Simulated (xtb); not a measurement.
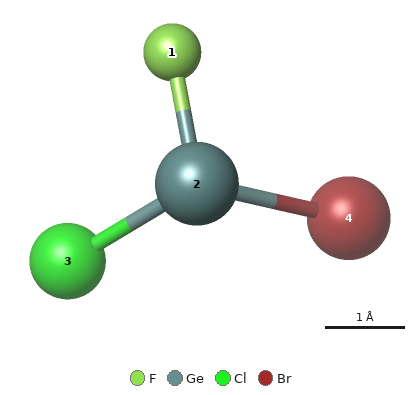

**Figure 1.** The structure as given in the input (ball-and-stick view, seen at a tilt; atoms are numbered from 1 in the order of the input). Sticks mark near contacts.

Frequency calculation, with input and output: GeBrClF

GeBrClF, multiplicity 2, SMILES [F][Ge]([Cl])[Br], computed with GFN1-xTB (xtb 6.7.1).

The geometry was optimised with GFN1-xTB.

Input (input.xyz)
```
4

F      0.366052    -1.482419     0.638780
Ge    -0.205802     0.161972     0.592337
Cl     1.544763     1.213179    -0.038680
Br    -1.705014     0.107268    -1.192436
```

File xtb.inp
```
$hess
   step=0.005
$end
```

Hardware: 1 thread of Intel Xeon @ 2.50GHz (Skylake/Cascade Lake), 189 GiB of memory available, shared host.

Run as:
```bash
xtb input.xyz -I xtb.inp -c 0 --uhf 1 --hess --gfn 1 > out.txt
```

Log
```
* xtb version 6.7.1
   ID    Z sym.   atoms
    1    9 F      1
    2   32 Ge     2
    3   17 Cl     3
    4   35 Br     4

           -------------------------------------------------
          |                Calculation Setup                |
           -------------------------------------------------

          program call               : xtb input.xyz -I xtb.inp -c 0 --uhf 1 --hess --gfn 1
          coordinate file            : input.xyz
          omp threads                :                     1

           -------------------------------------------------
          |                 G F N 1 - x T B                 |
           -------------------------------------------------

      * Hamiltonian:
        H0-scaling (s, p, d)           1.850000    2.250000    2.000000
        zeta-weighting                 0.000000
      * Dispersion:
        s8                             2.400000
        a1                             0.630000
        a2                             5.000000
        s9                             0.000000
      * Repulsion:
        kExp                           1.500000
        rExp                           1.000000
      * Coulomb:
        alpha                          2.000000
        third order                    atomic
        anisotropic                    false
      * Halogen bond correction:
        rad-scale                      1.300000
        damping                        0.440000

          ...................................................
          :                      SETUP                      :
          :.................................................:
          :  # basis functions                  34          :
          :  # atomic orbitals                  31          :
          :  # shells                           11          :
          :  # electrons                        25          :
          :  # halogen bonds                     0          :
          :  max. iterations                   250          :
          :  Hamiltonian                  GFN1-xTB          :
          :  restarted?                      false          :
          :  GBSA solvation                  false          :
          :  PC potential                    false          :
          :  electronic temp.          300.0000000     K    :
          :  accuracy                    1.0000000          :
          :  -> integral cutoff          0.2500000E+02      :
          :  -> integral neglect         0.1000000E-07      :
          :  -> SCF convergence          0.1000000E-05 Eh   :
          :  -> wf. convergence          0.2000000E-04 e    :
          :  Broyden damping             0.4000000          :
          :  net charge                          0          :
          :  unpaired electrons                  1          :
          ...................................................

 iter      E             dE          RMSdq      gap      omega  full diag
   1    -14.8158823 -0.148159E+02  0.643E+00    4.94       0.0  T
   2    -14.4352145  0.380668E+00  0.676E+00    2.96       1.0  T
   3    -15.0350057 -0.599791E+00  0.195E+00    4.84       1.0  T
   4    -15.0402463 -0.524063E-02  0.666E-01    4.83       1.0  T
   5    -15.0412820 -0.103565E-02  0.227E-01    4.78       1.0  T
   6    -15.0413858 -0.103780E-03  0.508E-02    4.77       1.0  T
   7    -15.0413892 -0.344331E-05  0.119E-02    4.77       4.2  T
   8    -15.0413893 -0.114371E-06  0.621E-03    4.77       8.1  T
   9    -15.0413897 -0.331678E-06  0.140E-03    4.77      35.8  T
  10    -15.0413897 -0.143816E-07  0.645E-04    4.77      77.5  T
  11    -15.0413897 -0.374012E-08  0.120E-04    4.77     417.5  T
  12    -15.0413897 -0.128837E-09  0.183E-06    4.77   27283.0  T

   *** convergence criteria satisfied after 12 iterations ***

         #    Occupation            Energy/Eh            Energy/eV
      -------------------------------------------------------------
         1        2.0000           -0.9040249             -24.5998
       ...           ...                  ...                  ...
         7        2.0000           -0.5003947             -13.6164
         8        2.0000           -0.4825700             -13.1314
         9        2.0000           -0.4751573             -12.9297
        10        2.0000           -0.4708831             -12.8134
        11        2.0000           -0.4573504             -12.4451
        12        2.0000           -0.4531646             -12.3312
        13        1.0000           -0.3745200             -10.1912 (HOMO)
        14                         -0.1990715              -5.4170 (LUMO)
        15                         -0.1757370              -4.7820
        16                         -0.1606032              -4.3702
        17                         -0.1251459              -3.4054
        18                         -0.1133480              -3.0844
       ...                                ...                  ...
        31                          0.2091170               5.6904
      -------------------------------------------------------------
                  HL-Gap            0.1754485 Eh            4.7742 eV
             Fermi-level           -0.3503190 Eh           -9.5327 eV

 SCC (total)                   0 d,  0 h,  0 min,  0.015 sec
 SCC setup                      ...        0 min,  0.000 sec (  0.816%)
 Dispersion                     ...        0 min,  0.000 sec (  0.268%)
 classical contributions        ...        0 min,  0.000 sec (  0.133%)
 integral evaluation            ...        0 min,  0.003 sec ( 22.671%)
 iterations                     ...        0 min,  0.006 sec ( 36.586%)
 molecular gradient             ...        0 min,  0.006 sec ( 37.053%)
 printout                       ...        0 min,  0.000 sec (  2.204%)

         :::::::::::::::::::::::::::::::::::::::::::::::::::::
         ::                     SUMMARY                     ::
         :::::::::::::::::::::::::::::::::::::::::::::::::::::
         :: total energy             -15.026909369444 Eh    ::
         :: gradient norm              0.000004539668 Eh/a0 ::
         :: HOMO-LUMO gap              4.774195785908 eV    ::
         ::.................................................::
         :: SCC energy               -15.041389670196 Eh    ::
         :: -> electrostatic           0.031066514718 Eh    ::
         :: repulsion energy           0.016008651022 Eh    ::
         :: dispersion energy         -0.001528350270 Eh    ::
         :: halogen bond corr.         0.000000000000 Eh    ::
         :: add. restraining           0.000000000000 Eh    ::
         :: total charge              -0.000000000000 e     ::
         :::::::::::::::::::::::::::::::::::::::::::::::::::::

           -------------------------------------------------
          |                Numerical Hessian                |
           -------------------------------------------------
step length          :   0.00500
SCC accuracy         :   0.30000
Hessian scale factor :   1.00000
frozen atoms in %    :   0.00000    0
RMS gradient         :   0.00000
estimated CPU  time      0.00 min

writing file <hessian>.

 projected vibrational frequencies (cm⁻¹)
eigval :       -0.00    -0.00    -0.00    -0.00     0.00     0.00
eigval :      111.21   156.34   179.91   311.27   376.57   452.89
           -------------------------------------------------
          |                Property Printout                |
           -------------------------------------------------

    * Orbital Energies and Occupations

         #    Occupation            Energy/Eh            Energy/eV
      -------------------------------------------------------------
         1        2.0000           -0.9040249             -24.5998
         2        2.0000           -0.7816040             -21.2685
         3        2.0000           -0.7169221             -19.5084
         4        2.0000           -0.5793679             -15.7654
         5        2.0000           -0.5089753             -13.8499
Molecule has no symmetry elements
It seems to be the C1 point group
         6        2.0000           -0.5056292             -13.7589
         7        2.0000           -0.5003947             -13.6164
         8        2.0000           -0.4825700             -13.1314
         9        2.0000           -0.4751573             -12.9297
        10        2.0000           -0.4708831             -12.8134
        11        2.0000           -0.4573504             -12.4451
        12        2.0000           -0.4531646             -12.3312
        13        1.0000           -0.3745200             -10.1912 (HOMO)
        14                         -0.1990715              -5.4170 (LUMO)
        15                         -0.1757370              -4.7820
        16                         -0.1606032              -4.3702
        17                         -0.1251459              -3.4054
        18                         -0.1133480              -3.0844
        19                         -0.0855277              -2.3273
        20                         -0.0792508              -2.1565
        21                         -0.0567543              -1.5444
        22                         -0.0453512              -1.2341
        23                         -0.0434926              -1.1835
        24                         -0.0381726              -1.0387
       ...                                ...                  ...
        31                          0.2091170               5.6904
      -------------------------------------------------------------
                  HL-Gap            0.1754485 Eh            4.7742 eV
             Fermi-level           -0.3503190 Eh           -9.5327 eV

  Mulliken/CM5 charges         n(s)   n(p)   n(d)
     1F    -0.34014 -0.34995   1.843  5.497  0.000
     2Ge    0.52012  0.48840   1.426  1.423  0.631
     3Cl   -0.11394 -0.10055   1.941  5.176 -0.003
     4Br   -0.06604 -0.03790   1.956  5.102  0.008

Wiberg/Mayer (AO) data.
largest (>0.10) Wiberg bond orders for each atom

 ---------------------------------------------------------------------------
     #   Z sym  total        # sym  WBO       # sym  WBO       # sym  WBO
 ---------------------------------------------------------------------------
     1   9 F    1.115 --     2 Ge   1.005
     2  32 Ge   3.602 --     4 Br   1.327     3 Cl   1.270     1 F    1.005
     3  17 Cl   1.395 --     2 Ge   1.270
     4  35 Br   1.458 --     2 Ge   1.327
 ---------------------------------------------------------------------------

Topologies differ in total number of bonds
Writing topology from bond orders to xtbtopo.mol

 dipole moment from electron density (au)
     X       Y       Z
  -0.4006   0.6315   0.9466  total (Debye):    3.066

           -------------------------------------------------
          |               Frequency Printout                |
           -------------------------------------------------
 projected vibrational frequencies (cm⁻¹)
eigval :       -0.00    -0.00    -0.00    -0.00     0.00     0.00
eigval :      111.21   156.34   179.91   311.27   376.57   452.89
 reduced masses (amu)
   1: 61.62   2: 65.55   3: 59.01   4: 50.23   5: 57.57   6: 50.39   7: 51.03   8: 37.42
   9: 34.87  10: 74.08  11: 49.03  12: 30.14
 IR intensities (km·mol⁻¹)
   1:  0.65   2:  0.10   3:  0.93   4:  1.38   5:  0.48   6:  0.22   7:  3.41   8: 14.19
   9: 19.31  10: 33.20  11:127.91  12:140.05
 Raman intensities (Ä⁴*amu⁻¹)
   1:  0.00   2:  0.00   3:  0.00   4:  0.00   5:  0.00   6:  0.00   7:  0.00   8:  0.00
   9:  0.00  10:  0.00  11:  0.00  12:  0.00
 output can be read by thermo (or use thermo option).
 writing <g98.out> molden fake output.
 recommended (thermochemical) frequency scaling factor: 1.0
           -------------------------------------------------
          |             Thermodynamic Functions             |
           -------------------------------------------------

c1  symmetry found (for desy threshold:  0.10E+00) used in thermo

          ...................................................
          :                      SETUP                      :
          :.................................................:
          :  # frequencies                           6      :
          :  # imaginary freq.                       0      :
          :  linear?                             false      :
          :  only rotor calc.                    false      :
          :  symmetry                               c1      :
          :  rotational number                       1      :
          :  scaling factor                  1.0000000      :
          :  rotor cutoff                   50.0000000 cm⁻¹ :
          :  imag. cutoff                  -20.0000000 cm⁻¹ :
          :.................................................:

    mode    ω/cm⁻¹     T·S(HO)/kcal·mol⁻¹    T·S(FR)/kcal·mol⁻¹   T·S(vib)
   ------------------------------------------------------------------------
       1    111.21    -0.96828 ( 96.07%)    -0.81960 (  3.93%)    -0.96245
       2    156.34    -0.77330 ( 98.96%)    -0.71874 (  1.04%)    -0.77273
       3    179.91    -0.69450 ( 99.41%)    -0.67715 (  0.59%)    -0.69439
   ------------------------------------------------------------------------

   temp. (K)  partition function   enthalpy   heat capacity  entropy
                                   cal/mol     cal/K/mol   cal/K/mol   J/K/mol
 298.15  VIB   13.6                 1844.388     10.177     11.345
         ROT  0.399E+06              888.752      2.981     28.612
         INT  0.541E+07             2733.140     13.158     39.957
         TR   0.288E+28             1481.254      4.968     41.867
         TOT                        4214.3938    18.1265    81.8243   342.3528

       T/K    H(0)-H(T)+PV         H(T)/Eh          T*S/Eh         G(T)/Eh
   ------------------------------------------------------------------------
    298.15    0.671606E-02    0.103342E-01    0.388774E-01   -0.285431E-01
   ------------------------------------------------------------------------

         :::::::::::::::::::::::::::::::::::::::::::::::::::::
         ::                  THERMODYNAMIC                  ::
         :::::::::::::::::::::::::::::::::::::::::::::::::::::
         :: total free energy         -15.055452497043 Eh   ::
         ::.................................................::
         :: total energy              -15.026909369444 Eh   ::
         :: zero point energy           0.003618166806 Eh   ::
         :: G(RRHO) w/o ZPVE           -0.032161294405 Eh   ::
         :: G(RRHO) contrib.           -0.028543127599 Eh   ::
         :::::::::::::::::::::::::::::::::::::::::::::::::::::

           -------------------------------------------------
          | TOTAL ENERGY              -15.026909369444 Eh   |
          | TOTAL ENTHALPY            -15.016575138608 Eh   |
          | TOTAL FREE ENERGY         -15.055452497043 Eh   |
          | GRADIENT NORM               0.000004532319 Eh/α |
          | HOMO-LUMO GAP               4.774195564087 eV   |
           -------------------------------------------------

------------------------------------------------------------------------
------------------------------------------------------------------------
 total:
 *  cpu-time:     0 d,  0 h,  0 min,  0.327 sec
 * ratio c/w:     0.916 speedup
 SCF:
 *  cpu-time:     0 d,  0 h,  0 min,  0.015 sec
 * ratio c/w:     0.973 speedup
 analytical hessian:
 *  cpu-time:     0 d,  0 h,  0 min,  0.299 sec
 * ratio c/w:     0.911 speedup
```

Standard error
```
normal termination of xtb
```

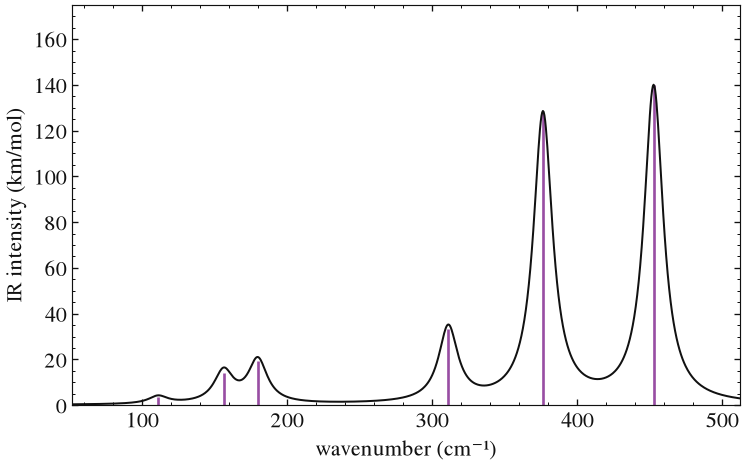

**Figure 2.** Harmonic infrared spectrum, unscaled: sticks (degenerate modes added up, dark ones marked on the axis) with a Lorentzian envelope of 16 cm⁻¹ full width, scaled to the tallest stick. 6 modes from 111 to 453 cm⁻¹, none imaginary. The strongest line is at 453 cm⁻¹ (140 km/mol). All modes, in cm⁻¹ (km/mol): 111 (3.4), 156 (14.2), 180 (19.3), 311 (33), 377 (128), 453 (140).

Key numbers

- outcome: converged
- electrons treated: 25
- total energy: −15.026909 hartree
- dispersion energy: −0.001528 hartree
- basis functions: 34
- zero-point energy: 0.003618 hartree
- dipole moment: 3.07 D
- wavenumbers, lowest and highest: 111 and 453 cm⁻¹
- peak memory: 0.073 GiB

Notes

Settings chosen away from the usual ones: method = gfn1-xtb; task = frequencies; x = {"hess_step": 0.005}; geo = {"prev": "A"}. The record of the run, not the program, notes: no spin polarisation: high-spin states lie too high.
